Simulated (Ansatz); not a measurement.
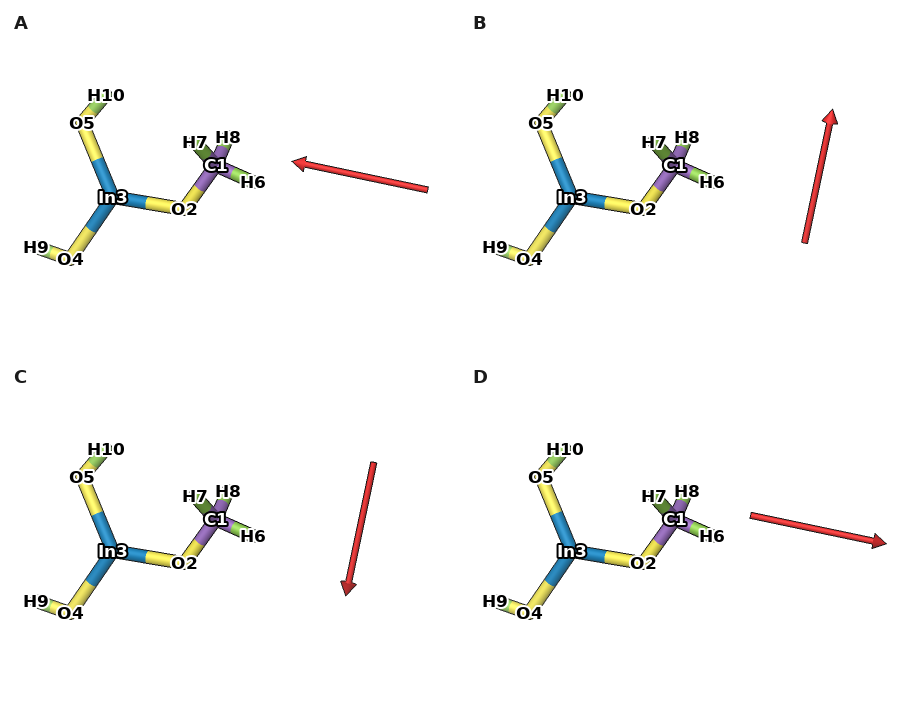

The same molecule four times, each with an arrow. The computed structure is the end point of a PBE0-D4/def2-TZVP optimisation. Properties computed with RKS r2SCAN-D4/def2-TZVPP, core potentials on In (Ansatz 0.2.0).

**Which arrow points along the dipole moment, from the negative to the positive end?**

B. The dipole moment is 1.92 D; it points from the side of O4, H9 to the side of H10 (the outermost atoms at the two ends).
